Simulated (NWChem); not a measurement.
# BPH6 (SMILES [BH3-][PH3+]) at 6 levels

We compute a comparison of 6 runs (PBE0/def2-SVPD, B3LYP/def2-SVPD, SVWN5/def2-SVPD, revPBE/def2-SVPD, CCSD/def2-SVPD, CCSD(T)/def2-SVPD) of BPH6. 

The calculation is run with NWChem 7.3.0.

2 further runs of the same task are left out: 2 set aside as unsound or not needed.

### Step 1. Starting point

The species is BPH6 (8 atoms), meant as a singlet with charge 0. SMILES: `[BH3-][PH3+]`. The B1–H5 distance was set to 1.572 Å, away from the relaxed value.

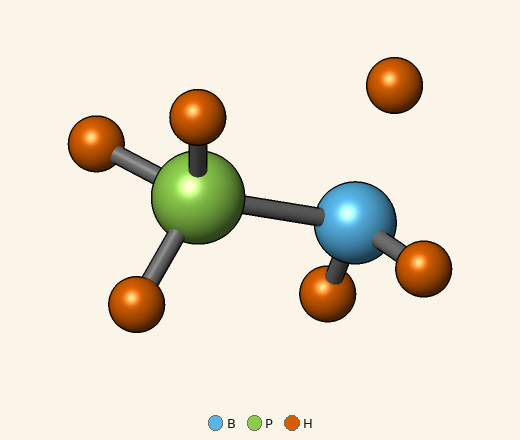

The structure, seen from a chosen angle (boron blue, phosphorus green, hydrogen orange).

### Step 2. The energy at PBE0/def2-SVPD (run 1)

Contents of sp.nw:

```
start sp
title "BH6P PBE0"
memory 2200 mb
charge 0

geometry units angstrom noautosym nocenter noautoz
  B       -0.706277      -0.080894      -0.795232
  P        0.283723      -0.489694       0.786468
  H       -1.843577       0.035006      -0.401332
  H       -0.517977      -1.038294      -1.509232
  H       -0.055500       1.254200      -1.309900
  H        0.268623       0.447606       1.837568
  H        1.672923      -0.688394       0.665868
  H       -0.060977      -1.653294       1.501368
end

basis spherical bse
  * library def2-SVPD
end

dft
  xc pbe0
  grid fine
  convergence energy 1e-08
  iterations 100
  mulliken
  print low
end

task dft
```

Command:

```sh
$ nwchem sp.nw > sp.out
```

The program printed:

```text
[...]
 d= 0,ls=0.0,diis     1   -369.4150895476 -4.28D+02  1.16D-02  2.13D-01     2.4
[...]
 d= 0,ls=0.0,diis     8   -369.4554918480 -7.19D-10  5.34D-07  1.12D-09    16.2
         Total DFT energy =     -369.455491847980
      One electron energy =     -624.003536982872
           Coulomb energy =      225.145170080896
    Exchange-Corr. energy =      -29.243988132641
 Nuclear repulsion energy =       58.646863186636
[...]
      Total Density - Mulliken Population Analysis
     ---------------------------------------------
    Atom       Charge   Shell Charges
 -----------   ------   -------------------------------------------------------
    1 B    5     5.90   1.98  0.80  0.66 -0.03  1.67  0.73  0.04  0.05
    2 P   15    15.59   2.00  1.98  1.22  0.15  0.13  5.92  1.53  2.22  0.15  0.28
    3 H    1     0.75   0.74  0.01  0.01 -0.00
    4 H    1     0.75   0.74  0.01  0.01 -0.00
    5 H    1     0.91   0.63  0.27  0.00 -0.00
    6 H    1     0.70   0.73 -0.08  0.02  0.03
    7 H    1     0.70   0.73 -0.08  0.02  0.03
    8 H    1     0.70   0.73 -0.08  0.02  0.03
[...]
```

Run time: 17 s. Hardware: 1 thread of Intel Xeon Platinum 8259CL at 2.50GHz (Skylake/Cascade Lake), shared host; peak memory 0.12 GiB.

### Step 3. The energy at B3LYP/def2-SVPD (run 2)

Contents of run.py:

```python
from ase import Atoms
from ase.calculators.nwchem import NWChem

mol = Atoms(['B', 'P', 'H', 'H', 'H', 'H', 'H', 'H'], positions=[
    [-0.706277, -0.080894, -0.795232],
    [0.283723, -0.489694, 0.786468],
    [-1.843577, 0.035006, -0.401332],
    [-0.517977, -1.038294, -1.509232],
    [-0.055500, 1.254200, -1.309900],
    [0.268623, 0.447606, 1.837568],
    [1.672923, -0.688394, 0.665868],
    [-0.060977, -1.653294, 1.501368],
])

calc = NWChem(
    label='test',
    theory='dft',
    memory='2200 mb',
    basis='def2-SVPD',
    basispar='spherical bse',
    dft={'xc': 'b3lyp', 'mult': '1', 'grid': 'fine', 'convergence': 'energy 1e-08', 'iterations': '100', 'mulliken': None},
    task='energy',
)
mol.calc = calc

print("Total energy (eV):", round(mol.get_potential_energy(), 6))
print("dipole (e A):", mol.get_dipole_moment().round(4))
```

Command:

```sh
$ export ASE_NWCHEM_COMMAND="nwchem PREFIX.nwi > PREFIX.nwo"
$ python run.py
```

The program printed:

```text
Total energy (eV): -10058.915779
dipole (e A): [ 0.3916 -0.2921  0.752 ]
```

The calculator wrote test.nwi:

```
title "test"

permanent_dir test

scratch_dir test

start test

geometry units angstrom nocenter noautosym noautoz
  B  -7.0627700000000004e-01 -8.0893999999999994e-02 -7.9523200000000005e-01
  P  2.8372300000000000e-01 -4.8969400000000002e-01 7.8646799999999994e-01
  H  -1.8435770000000000e+00 3.5006000000000002e-02 -4.0133200000000002e-01
  H  -5.1797700000000002e-01 -1.0382940000000001e+00 -1.5092319999999999e+00
  H  -5.5500000000000001e-02 1.2542000000000000e+00 -1.3099000000000001e+00
  H  2.6862300000000000e-01 4.4760600000000000e-01 1.8375680000000001e+00
  H  1.6729229999999999e+00 -6.8839399999999995e-01 6.6586800000000002e-01
  H  -6.0977000000000003e-02 -1.6532940000000000e+00 1.5013680000000000e+00
end

memory 2200 mb

basis spherical bse noprint
   * library def2-SVPD
end

dft
  xc b3lyp
  mult 1
  grid fine
  convergence energy 1e-08
  iterations 100
  mulliken
end

task dft energy
```

test.nwo:

```text
Northwest Computational Chemistry Package (NWChem) 7.3.0
             --------------------------------------------------------

           Job information
           ---------------

    nwchem branch   = 7.3.0
    use scalapack   = T
    input           = test.nwi
    prefix          = test.
    data base       = test/test.db
    status          = startup
    nproc           =        1

           Memory information
           ------------------

    heap     =     72089594 doubles =      550.0 Mbytes
    stack    =     72089599 doubles =      550.0 Mbytes
    global   =    144179200 doubles =     1100.0 Mbytes (distinct from heap & stack)
    total    =    288358393 doubles =     2200.0 Mbytes
    verify   = yes
    hardfail = no

[... 101 lines left out ...]
  convergence criterion.
[... 18 lines left out ...]
          Convergence on density requested:  1.00D-05
[... 25 lines left out ...]
          Convergence Information
[... 58 lines left out ...]
   convergence    iter        energy       DeltaE   RMS-Dens  Diis-err    time
[... 13 lines left out ...]
           Coulomb energy =      225.060282426900
[... 7 lines left out ...]
                       DFT Final Molecular Orbital Analysis
[... 682 lines left out ...]
 center of mass
 --------------
 x =   0.01855742 y =  -0.69696273 z =   0.64507156

 moments of inertia (a.u.)
 ------------------
         135.365592384944          14.396716977892         -57.381846294821
          14.396716977892         162.158605541159          26.422357935993
         -57.381846294821          26.422357935993          77.313345707659

     Multipole analysis of the density
     ---------------------------------

     L   x y z        total         alpha         beta         nuclear
     -   - - -        -----         -----         ----         -------
     0   0 0 0     -0.000000    -13.000000    -13.000000     26.000000

     1   1 0 0      0.740008      0.192393      0.192393      0.355221
[... 8 lines of this table left out ...]
     2   0 0 2    -18.145791    -49.548726    -49.548726     80.951661

 Task  times  cpu:       16.2s     wall:       16.2s
 Total times  cpu:       16.3s     wall:       16.3s
```

Run time: 18 s. Hardware: 1 thread of Intel Xeon Platinum 8259CL at 2.50GHz (Skylake/Cascade Lake), shared host; peak memory 0.12 GiB.

Runs 3 to 5 aren't shown in full; the table further down has their settings and results.

### Step 4. A single-point energy at CCSD(T)/def2-SVPD (run 6)

Contents of input.nw:

```
start input
memory 2200 mb
charge 0

geometry noautosym nocenter noautoz
 B     -0.706277    -0.080894    -0.795232
 P      0.283723    -0.489694     0.786468
 H     -1.843577     0.035006    -0.401332
 H     -0.517977    -1.038294    -1.509232
 H     -0.055500     1.254200    -1.309900
 H      0.268623     0.447606     1.837568
 H      1.672923    -0.688394     0.665868
 H     -0.060977    -1.653294     1.501368
end

basis spherical bse
 * library def2-SVPD
end

scf
 thresh 1e-08
 maxiter 80
end

ccsd
 freeze core 6
 maxiter 60
end

task ccsd(t) energy
```

Command:

```sh
$ nwchem input.nw > input.out
```

The program printed:

```text
[...]
  functions       =    92
[...]
  wavefunction    = RHF
[...]
         Total SCF energy =   -368.725807020815
      One-electron energy =   -623.595837577134
      Two-electron energy =    196.223167369683
 Nuclear repulsion energy =     58.646863186636
        Time for solution =     13.1s
[...]
 Total MP2 energy:           -368.984624861318594
[...]
             energy      energy      error      ampl     ampl      Block
                                                time     time      time
[...]
 Total CCSD energy:           -369.032551140088913
[...]
 Total CCSD+T(CCSD) energy:           -369.042174061995183
[...]
 Total CCSD(T) energy:                -369.041884183331661
[...]
```

Run time: 2.2 min. Hardware: 1 thread of Intel Xeon Platinum 8259CL at 2.50GHz (Skylake/Cascade Lake), shared host; peak memory 0.2 GiB.

### Step 5. The series

```
run              level  integration grid  iteration cap  energy (Eh)  wall time
  1     PBE0/def2-SVPD              fine            100  -369.455492       17 s
  2    B3LYP/def2-SVPD              fine            100  -369.658340       18 s
  3    SVWN5/def2-SVPD              fine            100  -368.018112       11 s
  4   revPBE/def2-SVPD              fine            100  -369.558317       17 s
  5     CCSD/def2-SVPD                 –             80  -369.032551    2.1 min
  6  CCSD(T)/def2-SVPD                 –             80  -369.041884    2.2 min
```

### Step 6. Results

| quantity | value |
| --- | --- |
| run 6: total energy | -369.04188 Eh |
| run 6: HOMO energy (Hartree–Fock orbitals) | -10.48 eV |
| run 6: LUMO energy (Hartree–Fock orbitals) | 2.20 eV |
| run 6: HOMO–LUMO gap (Hartree–Fock orbitals) | 12.68 eV |
| run 6: correlation energy (6 core orbitals frozen) | -316.1 mEh |
| run 6: (T) correction | -9.33 mEh |

What this shows: Over runs 2, 3, 4 the dipole moment (its size) runs from 4.13 D (SVWN5/def2-SVPD) to 4.31 D (B3LYP/def2-SVPD). Over runs 2, 3, 4 the HOMO–LUMO gap runs from 5.82 eV (SVWN5/def2-SVPD) to 7.29 eV (B3LYP/def2-SVPD). Totals of different functionals can't be ranked against each other. All runs together took 5.3 min, the longest 2.2 min.
